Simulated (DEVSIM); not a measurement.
Device: Ti/SiO2/p-Si capacitor, at 300 K.

| layer (left to right) | material | thickness (nm) | Na (cm⁻³) |
|---|---|---|---|
| 1 | SiO2 | 7.70 | - |
| 2 | Si | 6600 | 7.5e15 |

Metal gate on the left, work function 4.33 eV. Fixed charge at the semiconductor interface 0 cm⁻² (in units of +e); no interface traps.

Constants are typed, rounded textbook-type inputs, not results; the design itself was drawn at random and stands for no fabricated device. Values at 300 K.

| parameter | SiO2 | Si |
|---|---|---|
| gap (eV) | 9 | 1.124 |
| affinity (eV) | 0.9 | 4.05 |
| permittivity | 3.9 | 11.7 |
| Nc (cm⁻³) | - | 2.86e19 |
| Nv (cm⁻³) | - | 3.1e19 |

Simulated with DEVSIM: 1D Poisson equation in equilibrium, Boltzmann statistics, complete ionisation; no quantum confinement or tunnelling. Metal contacts follow the ideal Schottky-Mott rule: no Fermi-level pinning, no interface dipoles.

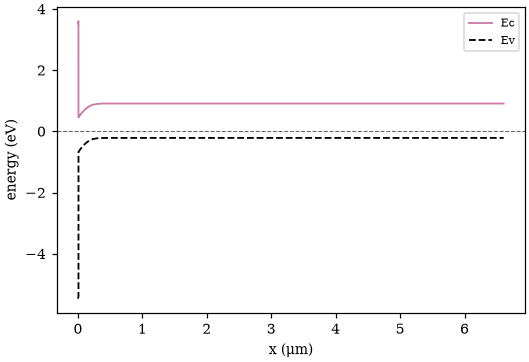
Figure: Band edges at -0.1 V on the gate

Energies count from the Fermi level of the right contact; mesh points crowd at the junctions.

```json
[
 {"x (μm)": "0.000", "Ec (eV)": "3.530", "Ev (eV)": "-5.470", "n (cm⁻³)": "< 1e2", "p (cm⁻³)": "< 1e2", "field (V/cm)": "95000"},
 {"x (μm)": "0.001344", "Ec (eV)": "3.543", "Ev (eV)": "-5.457", "n (cm⁻³)": "< 1e2", "p (cm⁻³)": "< 1e2", "field (V/cm)": "95000"},
 {"x (μm)": "0.003760", "Ec (eV)": "3.566", "Ev (eV)": "-5.434", "n (cm⁻³)": "< 1e2", "p (cm⁻³)": "< 1e2", "field (V/cm)": "95000"},
 {"x (μm)": "0.006233", "Ec (eV)": "3.589", "Ev (eV)": "-5.411", "n (cm⁻³)": "< 1e2", "p (cm⁻³)": "< 1e2", "field (V/cm)": "95000"},
 {"x (μm)": "0.007962", "Ec (eV)": "0.454", "Ev (eV)": "-0.670", "n (cm⁻³)": "6.8e11", "p (cm⁻³)": "1.7e8", "field (V/cm)": "32000"},
 {"x (μm)": "0.009858", "Ec (eV)": "0.460", "Ev (eV)": "-0.664", "n (cm⁻³)": "5.4e11", "p (cm⁻³)": "2.1e8", "field (V/cm)": "31000"},
 {"x (μm)": "0.01428", "Ec (eV)": "0.473", "Ev (eV)": "-0.651", "n (cm⁻³)": "3.2e11", "p (cm⁻³)": "3.6e8", "field (V/cm)": "31000"},
 {"x (μm)": "0.03023", "Ec (eV)": "0.521", "Ev (eV)": "-0.603", "n (cm⁻³)": "5.0e10", "p (cm⁻³)": "2.3e9", "field (V/cm)": "29000"},
 {"x (μm)": "0.06181", "Ec (eV)": "0.607", "Ev (eV)": "-0.517", "n (cm⁻³)": "1.8e9", "p (cm⁻³)": "6.4e10", "field (V/cm)": "25000"},
 {"x (μm)": "0.1312", "Ec (eV)": "0.754", "Ev (eV)": "-0.369", "n (cm⁻³)": "6000000", "p (cm⁻³)": "1.9e13", "field (V/cm)": "17000"},
 {"x (μm)": "0.2974", "Ec (eV)": "0.898", "Ev (eV)": "-0.226", "n (cm⁻³)": "24000", "p (cm⁻³)": "4.9e15", "field (V/cm)": "2200"},
 {"x (μm)": "0.8964", "Ec (eV)": "0.909", "Ev (eV)": "-0.215", "n (cm⁻³)": "15000", "p (cm⁻³)": "7.5e15", "field (V/cm)": "≈ 0"},
 {"x (μm)": "2.083", "Ec (eV)": "0.909", "Ev (eV)": "-0.215", "n (cm⁻³)": "15000", "p (cm⁻³)": "7.5e15", "field (V/cm)": "≈ 0"},
 {"x (μm)": "4.335", "Ec (eV)": "0.909", "Ev (eV)": "-0.215", "n (cm⁻³)": "15000", "p (cm⁻³)": "7.5e15", "field (V/cm)": "≈ 0"},
 {"x (μm)": "5.866", "Ec (eV)": "0.909", "Ev (eV)": "-0.215", "n (cm⁻³)": "15000", "p (cm⁻³)": "7.5e15", "field (V/cm)": "≈ 0"},
 {"x (μm)": "6.290", "Ec (eV)": "0.909", "Ev (eV)": "-0.215", "n (cm⁻³)": "15000", "p (cm⁻³)": "7.5e15", "field (V/cm)": "≈ 0"},
 {"x (μm)": "6.472", "Ec (eV)": "0.909", "Ev (eV)": "-0.215", "n (cm⁻³)": "15000", "p (cm⁻³)": "7.5e15", "field (V/cm)": "≈ 0"},
 {"x (μm)": "6.550", "Ec (eV)": "0.909", "Ev (eV)": "-0.215", "n (cm⁻³)": "15000", "p (cm⁻³)": "7.5e15", "field (V/cm)": "≈ 0"},
 {"x (μm)": "6.590", "Ec (eV)": "0.909", "Ev (eV)": "-0.215", "n (cm⁻³)": "15000", "p (cm⁻³)": "7.5e15", "field (V/cm)": "≈ 0"},
 {"x (μm)": "6.601", "Ec (eV)": "0.909", "Ev (eV)": "-0.215", "n (cm⁻³)": "15000", "p (cm⁻³)": "7.5e15", "field (V/cm)": "≈ 0"},
 {"x (μm)": "6.605", "Ec (eV)": "0.909", "Ev (eV)": "-0.215", "n (cm⁻³)": "15000", "p (cm⁻³)": "7.5e15", "field (V/cm)": "≈ 0"},
 {"x (μm)": "6.608", "Ec (eV)": "0.909", "Ev (eV)": "-0.215", "n (cm⁻³)": "15000", "p (cm⁻³)": "7.5e15", "field (V/cm)": "≈ 0"}
]
```
